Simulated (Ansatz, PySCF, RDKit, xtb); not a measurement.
**Isomers of C3H2F4O, a sample narrowed down**

A sample of isomers of C3H2F4O is drawn. Aim: find which of them has the lowest free energy at 298.15 K, then its properties. The sample is small against all isomers, and the most stable one of this formula need not be in it.

Plan: many cheap relaxations first (GFN2-xTB), then density-functional screening, relaxation at PBE0-D3(BJ)/def2-SVP, vibrations (at GFN2-xTB) and a final energy. The numbers are computed, not measured.

**1. Drawing up candidates**

Isomers were taken from a list of plausible structures; this is a sample, not all of them. That gives 3 candidates.

```csv
label,SMILES,spin
c011,F[C@@H]1O[C@@H]1C(F)(F)F,singlet
c205,F[C@@H]1O[C@H]1C(F)(F)F,singlet
c526,FC(F)(F)[C@@]1(F)CO1,singlet
```

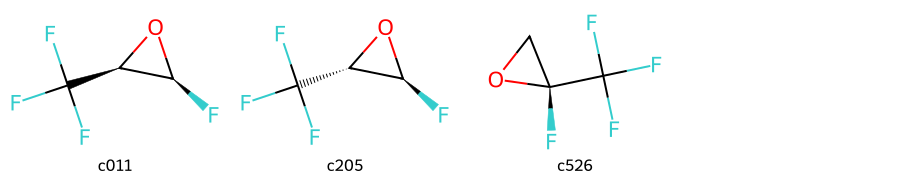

Structural formulas of the candidates.

Candidates are built by distance geometry, with a force field where one applies, in up to four conformers (letters a to d).

Q: Predict the outcome of this search (final energies at CCSD(T)/def2-SVP + MP2/def2-TZVPP - MP2/def2-SVP).

| quantity | value |
| --- | --- |
| lowest structure found | F[C@@H]1O[C@H]1C(F)(F)F, singlet |
| next finalist | FC(F)(F)[C@@]1(F)CO1, singlet, 1.8 kcal/mol higher in G |
| share at equilibrium, among the finalists | 94.1 % |
| dipole moment (PBE0/def2-SVPD) | 1.02 D |
| HOMO energy (PBE0/def2-SVPD) | -9.59 eV |
| LUMO energy (PBE0/def2-SVPD) | 0.76 eV |
| HOMO–LUMO gap (PBE0/def2-SVPD) | 10.35 eV |
| lowest excitation (TD-PBE0/def2-SVPD) | 8.65 eV (f = 0.007) |
| strongest of the states computed, same level | 9.42 eV (f = 0.061) |
| lowest triplet excitation, same level, Tamm-Dancoff | 7.98 eV |
| vertical ionisation energy | 11.97 eV |
| vertical electron affinity | -1.78 eV (unbound: the value depends on the basis) |
| vertical triplet less singlet | +8.06 eV |

The search ends on `F[C@@H]1O[C@H]1C(F)(F)F`. The margin, 1.8 kcal/mol, is modest. GFN2-xTB, HF/STO-3G, r2SCAN-D4/def2-SVP, PBE0-D3(BJ)/def2-SVP, HF/def2-SVP and MP2/def2-SVP already put its bonding pattern lowest among the structures in one piece. The search is not exhaustive (a finite list of starts, one conformer a finalist), so a lower isomer can't be ruled out. Only 3 drawn patterns were tried, so whole families of isomers are missing, and the result ranks this sample alone.
